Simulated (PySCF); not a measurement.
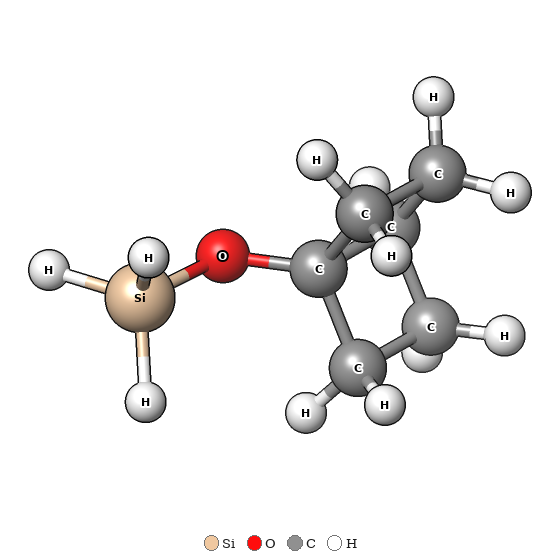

The molecule: C₆H₁₂OSi, SMILES [SiH3]O[C@]12CC[C@H]1CC2.

Vertical TDDFT excitations, PBE0/def2-SVPD (IEF-PCM chloroform) with PySCF 2.14.0, at a PBE0-D3(BJ)/def2-SVP geometry (no frequency check).

Where does it absorb, and how strongly?

The lowest singlet lies at 6.55 eV (189 nm, f = 0.005); the brightest of the first 6 is S2 at 6.77 eV (183 nm), f = 0.043, mainly HOMO−1 → LUMO (97 %). No singlet lies below 3.1 eV (beyond 400 nm), so at this level no vertical transition falls in the visible.


```
state  E (eV)  λ (nm)      f          main character
   S1    6.55     189  0.005      HOMO → LUMO (96 %)
   S2    6.77     183  0.043    HOMO−1 → LUMO (97 %)
   S3    7.11     174  0.002    HOMO → LUMO+1 (92 %)
   S4    7.24     171  0.017  HOMO−1 → LUMO+1 (80 %)
   S5    7.34     169  0.000    HOMO → LUMO+2 (85 %)
   S6    7.47     166  0.022  HOMO−1 → LUMO+2 (77 %)
```

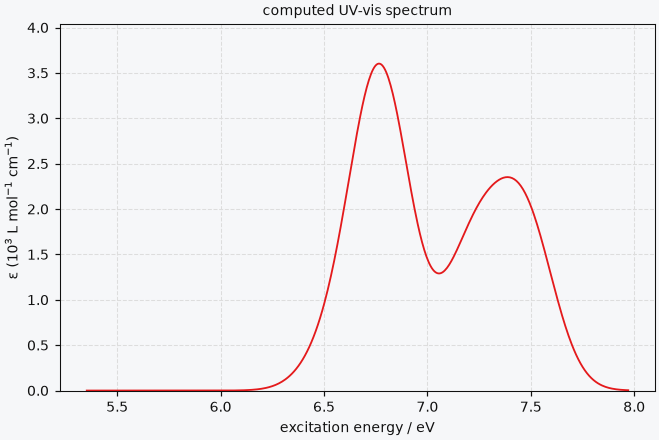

The lowest 6 singlet states are shown; each is broadened by a Gaussian of 1/e half-width 0.20 eV.

Note: states above the negative HOMO energy depend on the basis; one conformer of a flexible molecule; core orbitals are frozen in the response.
